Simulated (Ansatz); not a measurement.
The parent structure is Ga₂O₃ in the corundum structure (space group R-3c, No. 167; a = 4.9499 Å, c = 13.3058 Å (hexagonal axes)). Axes: x lies along a and z along c of the hexagonal cell.

One thing is altered: the cell is stretched by 0.75 % along x with no lateral relaxation; the atoms relax in the strained cell.

All numbers come from LDA (Ansatz, an electronic-structure program; PAW; 420 eV plane waves; no SOC).

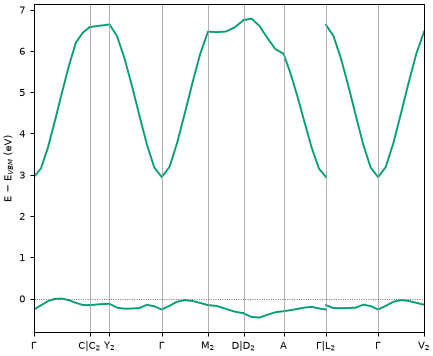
Fig. 1. Highest valence and lowest conduction band along the path of the changed cell's own zone

The gap is 2.94 eV, indirect, Γ–C (50 % along) → Γ; the base has 3.04 eV.

Stability against distortions was not tested. k-point labels follow each cell's own Brillouin zone.
